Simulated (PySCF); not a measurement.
**CH6OSi2 (SMILES C[Si]O[SiH3]) (triplet): density, localisation and related maps**

Input

```
{"job": {"kind": "epr"}, "charge": 0, "multiplicity": 3}
Si     0.831156    -0.879497    -0.475440
O      0.578814     0.600953     0.262858
Si     0.316064     1.284005     1.755332
C     -0.417113    -1.311926    -1.836041
H     -0.519801     2.503750     1.566374
H      1.615131     1.670804     2.380737
H     -0.390776     0.322070     2.656448
H     -1.436377    -1.335233    -1.420508
H     -0.364231    -0.574468    -2.651681
H     -0.171553    -2.306164    -2.236937
```

Command:

```sh
OMP_NUM_THREADS=1 python cluster_run.py task.json out
```

Geometry: PBE0-D3(BJ)/def2-SVP.

Theory: UKS B3LYP, IGLO-III on C O Si, pcH-1 on H, non-relativistic, mean-field spin-orbit, GIAO (PySCF 2.14.0, density-fitted response routines).

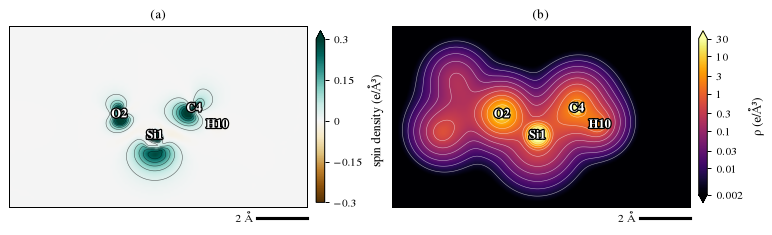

Figure 1. (a) spin density (α minus β); (b) electron density on the plane of atoms Si1, C4 and H10.

> What does the map show?

The plane passes through Si, O, C and H nuclei. Si–O (1.67 Å): ρ at the midpoint is about 1 e/Å³. C–Si (1.90 Å): ρ is about 0.87 e/Å³ halfway. C–H (1.10 Å): the density is about 1.9 e/Å³ at the midpoint. The unpaired spin (2 electrons) lies mostly on Si1 (about 1.5), C4 (about 0.2) and O2 (about 0.2), in electrons by Hirshfeld's partition.

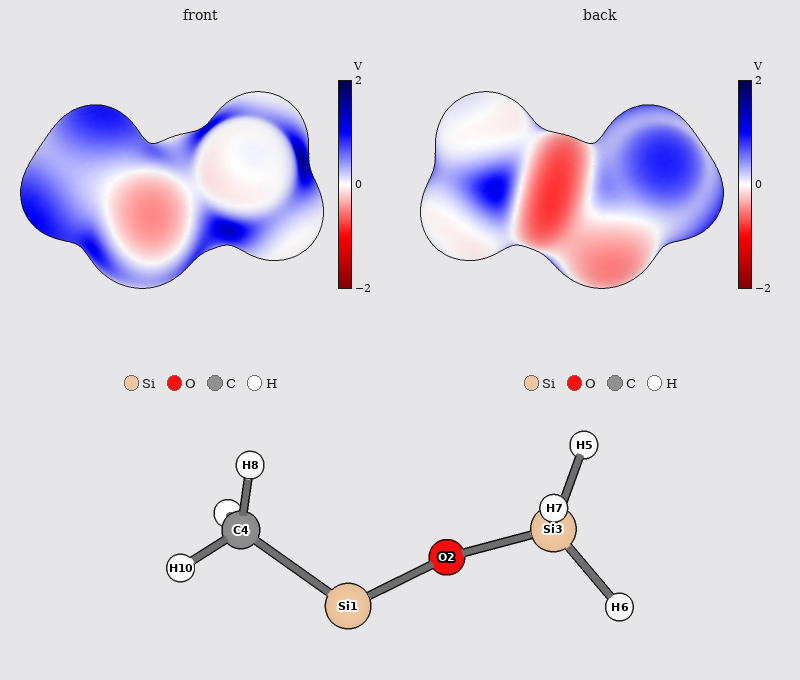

Figure 2. The electrostatic potential painted on the density surface at 0.002 e/bohr³, seen from the front and from behind; the colour scale runs from red (negative) to blue (positive). The bare structure is drawn below in the same view.

> Where is the surface potential most negative and most positive?

The most negative region (about −0.8 V) lies over O2, the most positive (about +1.5 V) over Si3.
